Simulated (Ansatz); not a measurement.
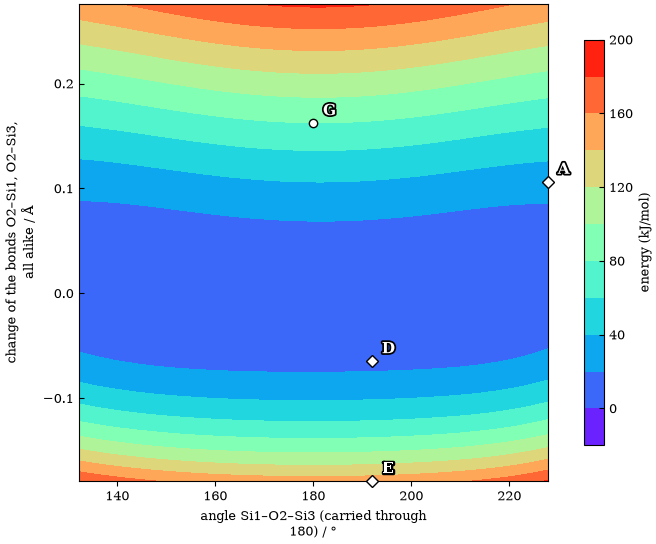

H₆OSi₂, SMILES [SiH3]O[SiH3]. 
- The first coordinate is: angle Si1–O2–Si3 (carried through 180); the second: change of the bonds O2–Si1, O2–Si3, all alike.
- Nothing is relaxed (all other coordinates rigid).
- Grid: 9 × 9 points.
- Points are written as (first, second).
- Energies: kJ/mol, counted from the relaxed molecule at the same level.
- Method: RKS r2SCAN0-D4/def2-TZVP in Ansatz.

In the figure: filled contours, lettered points. Between grid points the surface is interpolated.

Question: Is G the lowest point of the computed grid?

Answer: No. G lies 79 kJ/mol above the lowest grid point, which is at (156°, −0.008 Å).

Question: Rank the lettered points by energy, lowest first.

Answer: D (15 kJ/mol), A (29 kJ/mol), G (79 kJ/mol), E (150 kJ/mol).
